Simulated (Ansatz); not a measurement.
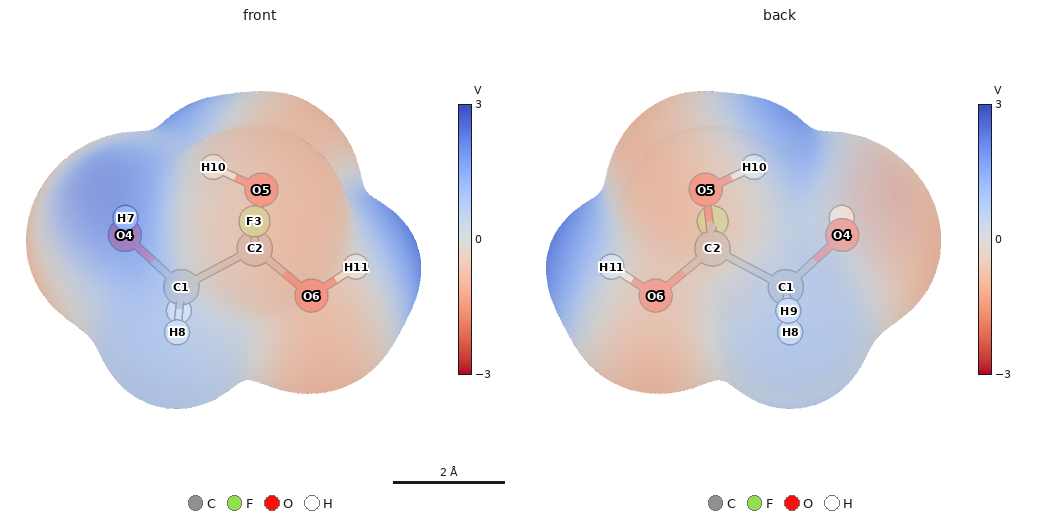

The picture shows: C2H5FO3 (SMILES OCC(O)(O)F). The electrostatic potential painted on the density surface at 0.001 e/bohr³, seen from the front and from behind; the colour scale runs from red (negative) to blue (positive).

Geometry: PBE0-D3(BJ)/def2-SVP.

Computed with isolated molecule in a Gaussian basis; Kohn-Sham density functional theory, functional PBE0 (Ansatz 0.2.0).

```yaml
atoms:
  - { symbol: C, position_ang: [-1.1475, 1.5626, 0.6092] }
  - { symbol: C, position_ang: [0.0848, 0.9828, 1.2784] }
  - { symbol: F, position_ang: [-0.3695, 0.4285, 2.4836] }
  - { symbol: O, position_ang: [-1.6491, 2.5969, 1.4130] }
  - { symbol: O, position_ang: [0.9966, 1.9477, 1.5890] }
  - { symbol: O, position_ang: [0.6449, 0.0150, 0.5203] }
  - { symbol: H, position_ang: [-1.9663, 2.1878, 2.2281] }
  - { symbol: H, position_ang: [-1.8790, 0.7568, 0.4259] }
  - { symbol: H, position_ang: [-0.8543, 1.9952, -0.3574] }
  - { symbol: H, position_ang: [0.4842, 2.7197, 1.8763] }
  - { symbol: H, position_ang: [1.5291, -0.1563, 0.8706] }
```

**Describe the electrostatic potential map.**

The most negative region (about −0.9 V) lies over O4, the most positive (about +2.0 V) over H11.

**How polar is the molecule by this calculation?**

Its dipole moment is 0.31 D.
